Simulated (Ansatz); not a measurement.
**BrClHSn: vertical and adiabatic energies of changing the electron count in Python**

A script is to give vertical and adiabatic energies of changing the electron count; the system is BrClHSn.

Computed with Ansatz 0.2.0 through its Python package. Level of theory: B3LYP+D4/def2-SVP.

**1. The structure**

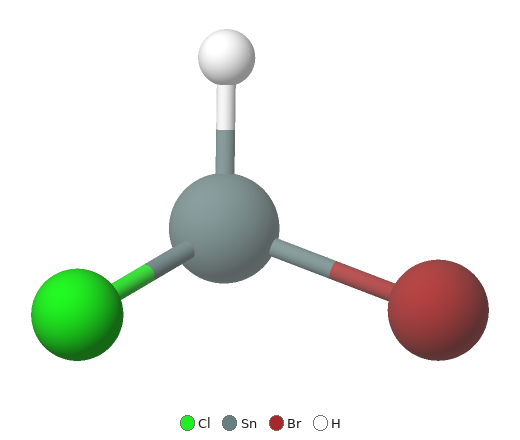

The starting structure, viewed from a chosen angle; chlorine green, tin teal, bromine red, hydrogen white.

The script reads brclhsn.xyz:

```xyz
4

Cl   -2.13450    0.13330   -0.11460
Sn    0.12240    0.02150   -0.56410
Br    1.10120   -1.78140    0.85970
H     0.96650    1.56630   -0.20130
```

**2. The code**

brclhsn_adiabatic.py reads:

```python
import itertools

import ansatz as az
from ase.data import atomic_numbers, covalent_radii
import numpy as np

BASIS_SET = "def2-SVP"
FUNCTIONAL = "b3lyp"
VDW = "d4"
NET_CHARGE = 1

geometry = az.Crystal.molecule_from_extxyz("brclhsn.xyz")

job = (
    geometry.calculation()
    .basis(gaussian=BASIS_SET)
    .functional(FUNCTIONAL, dispersion=VDW)
    .spin("collinear", total=1)
)
symbols = [site.symbol for site in geometry.cartesian_sites]
start = np.array([site.position_ang for site in geometry.cartesian_sites], dtype=float)
report = job.relax(force_tolerance=0.01, max_steps=100).run().report
end = np.array(report["positions_ang"])

minimum = az.Crystal.molecule()
for symbol, place in zip(symbols, end):
    minimum = minimum.atom(symbol, place.tolist())
ion = (
    minimum.calculation()
    .basis(gaussian=BASIS_SET)
    .functional(FUNCTIONAL, dispersion=VDW)
    .charge(NET_CHARGE)
)
vertical = ion.run().report
settled = ion.relax(force_tolerance=0.01, max_steps=80).run().report
print(f"vertical ionisation energy   {vertical['free_energy_ev'] - report['free_energy_ev']:.3f} eV")
print(f"adiabatic, no zero point     {settled['free_energy_ev'] - report['free_energy_ev']:.3f} eV")
print(f"relaxation energy of the ion {vertical['free_energy_ev'] - settled['free_energy_ev']:.3f} eV")
ionised = np.array(settled["positions_ang"])
radius = [covalent_radii[atomic_numbers[s]] for s in symbols]
span = lambda where, i, j: np.linalg.norm(where[i] - where[j])
bonded = [(i, j) for i, j in itertools.combinations(range(len(symbols)), 2) if min(span(end, i, j), span(ionised, i, j)) < 1.2 * (radius[i] + radius[j])]
print("pair        before    after (A)")
for i, j in bonded:
    print(f"{symbols[i]}{i}-{symbols[j]}{j}".ljust(10), f"{span(end, i, j):8.4f} {span(ionised, i, j):8.4f}")
```

**3. What the engine is handed**

The engine receives this input (first run):

```yaml
crystal:
  periodic: [false, false, false]
  atoms:
    - { symbol: Cl, position_ang: [-2.1345, 0.1333, -0.1146] }
    - { symbol: Sn, position_ang: [0.1224, 0.0215, -0.5641] }
    - { symbol: Br, position_ang: [1.1012, -1.7814, 0.8597] }
    - { symbol: H, position_ang: [0.9665, 1.5663, -0.2013] }
basis:
  gaussian:
    orbitals: def2-SVP
hamiltonian:
  xc: b3lyp
  dispersion: d4
magnetization:
  spin_polarized: true
  initial_magnetization: 1.0
relax:
  f_tol: 0.01
  max_steps: 100
```

**4. Launch**

The run is started by

```
> python brclhsn_adiabatic.py
```

The program printed:

```text
vertical ionisation energy   9.130 eV
adiabatic, no zero point     8.222 eV
relaxation energy of the ion 0.908 eV
pair        before    after (A)
Cl0-Sn1      2.3883   2.2867
Sn1-Br2      2.5390   2.4138
Sn1-H3       1.7624   1.7027
```

It took 59 s on 1 thread of Arm Neoverse V2, shared host; peak memory 0.34 GiB.

**5. Inputs of later runs**

The engine's inputs for the other runs:

Run 2, against run 1:

```diff
@@ -4,4 +4,4 @@
-    - { symbol: Cl, position_ang: [-2.1345, 0.1333, -0.1146] }
-    - { symbol: Sn, position_ang: [0.1224, 0.0215, -0.5641] }
-    - { symbol: Br, position_ang: [1.1012, -1.7814, 0.8597] }
-    - { symbol: H, position_ang: [0.9665, 1.5663, -0.2013] }
+    - { symbol: Cl, position_ang: [-2.1493637412345445, 0.19711562703081792, -0.09936754437223995] }
+    - { symbol: Sn, position_ang: [0.16699934880256162, -0.0030762223765670553, -0.6458025341343513] }
+    - { symbol: Br, position_ang: [1.139895359583777, -1.7796278564108299, 0.885244537399689] }
+    - { symbol: H, position_ang: [0.8980690328482058, 1.525288451756579, -0.16037445889309784] }
@@ -14,6 +14 @@
-magnetization:
-  spin_polarized: true
-  initial_magnetization: 1.0
-relax:
-  f_tol: 0.01
-  max_steps: 100
+total_charge: 1.0
```

Run 3, against run 1:

```diff
@@ -4,4 +4,4 @@
-    - { symbol: Cl, position_ang: [-2.1345, 0.1333, -0.1146] }
-    - { symbol: Sn, position_ang: [0.1224, 0.0215, -0.5641] }
-    - { symbol: Br, position_ang: [1.1012, -1.7814, 0.8597] }
-    - { symbol: H, position_ang: [0.9665, 1.5663, -0.2013] }
+    - { symbol: Cl, position_ang: [-2.1493637412345445, 0.19711562703081792, -0.09936754437223995] }
+    - { symbol: Sn, position_ang: [0.16699934880256162, -0.0030762223765670553, -0.6458025341343513] }
+    - { symbol: Br, position_ang: [1.139895359583777, -1.7796278564108299, 0.885244537399689] }
+    - { symbol: H, position_ang: [0.8980690328482058, 1.525288451756579, -0.16037445889309784] }
@@ -14,3 +14 @@
-magnetization:
-  spin_polarized: true
-  initial_magnetization: 1.0
+total_charge: 1.0
@@ -19 +17 @@
-  max_steps: 100
+  max_steps: 80
```

**6. The runs side by side**

From the records of these 3 runs:

```
run   kind of run              system  unpaired or total moment  energy (eV)  <S²>  SCF cycles in all  CPU time (s)
  1    relaxation             BrClHSn                         1  -88409.1268  0.75                 59            30
  2  single point  BrClHSn, charge +1                   not set  -88399.9969  0.00                 20           2.8
  3    relaxation  BrClHSn, charge +1                   not set  -88400.9046  0.00                 70            26
```

Totals carry meaning only in balanced differences at one level of theory.

**7. How the relaxation of run 1 went**

Relaxation path:

```csv
step,E - E(step 1) (eV),largest force component (eV/Å)
1,0.0000,1.3007
2,-0.0791,0.4174
3,-0.0966,0.0401
4,-0.0968,0.0032
```

Step 1 is the start.

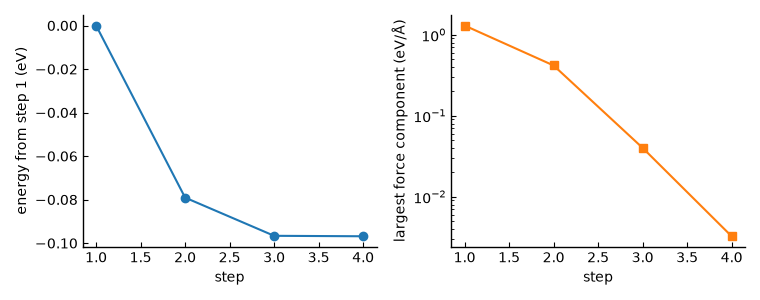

Energy and largest force along the relaxation.

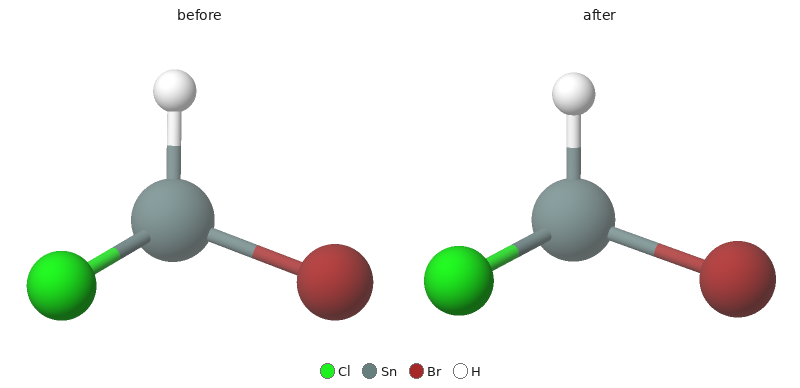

Before and after, at one scale.

Before: Bond lengths: Cl1–Sn2 2.304 Å, Sn2–Br3 2.497 Å, Sn2–H4 1.797 Å. Angles: Cl1–Sn2–Br3 107.9°, Cl1–Sn2–H4 112.3°, Br3–Sn2–H4 108.7°.

After: Bond lengths: Cl1–Sn2 2.388 Å, Sn2–Br3 2.539 Å, Sn2–H4 1.762 Å. Angles: Cl1–Sn2–Br3 107.0°, Cl1–Sn2–H4 105.5°, Br3–Sn2–H4 106.4°.

**8. The relaxation of run 3, step by step**

Step by step:

```
step  E - E(step 1) (eV)  largest force component (eV/Å)
   1              0.0000                          2.4305
   2             -0.4959                          1.2573
   3             -0.7829                          0.7928
   4             -0.9046                          0.1346
   5             -0.9076                          0.0124
   6             -0.9077                          0.0043
```

Step 1 is the start.

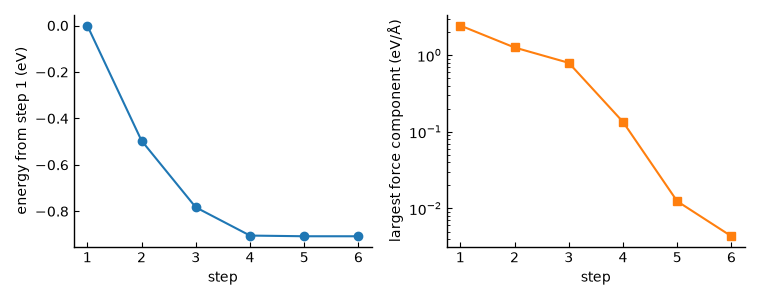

Energy and largest force along the relaxation.

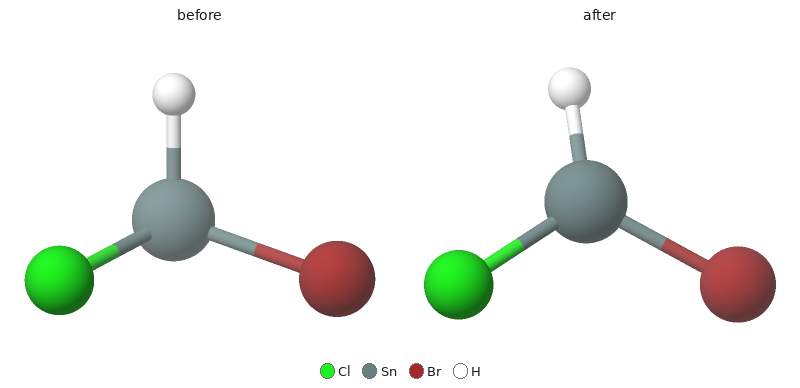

The structure before (left) and after (right) the relaxation, drawn at the same scale.

Before: Bond lengths: Cl1–Sn2 2.388 Å, Sn2–Br3 2.539 Å, Sn2–H4 1.762 Å. Angles: Cl1–Sn2–Br3 107.0°, Cl1–Sn2–H4 105.5°, Br3–Sn2–H4 106.4°.

After: Bond lengths: Cl1–Sn2 2.287 Å, Sn2–Br3 2.414 Å, Sn2–H4 1.703 Å. Angles: Cl1–Sn2–Br3 115.7°, Cl1–Sn2–H4 119.7°, Br3–Sn2–H4 124.5°.

**9. Summary of results**

| quantity | value |
| --- | --- |
| vertical ionisation energy | 9.130 eV |
| adiabatic ionisation energy, no zero point | 8.222 eV |
| runs compared | 3 |

In words: The ionisation energy is a difference of two total energies at the neutral geometry; letting the ion relax lowers it by 0.91 eV. Run 1: The relaxation took 3 moves; the largest shift is 0.096 Å, of atom 2 (Sn). Run 3: The relaxation took 5 moves; the largest shift is 0.617 Å, of atom 2 (Sn). The energies are electronic: no zero-point or thermal terms, and the basis set is short of its limit. The product may relax into another structure. The relaxation finds the nearest minimum, so the adiabatic value is an upper bound. def2 sets replace the cores of elements past krypton by effective core potentials. The species is open-shell (spin multiplicity 2). b3lyp holds the VWN-RPA fit, as in Gaussian; the form of ORCA and Turbomole is b3lyp5. Only the spin states typed were run; another state of an ion can lie lower, by up to an eV or two.
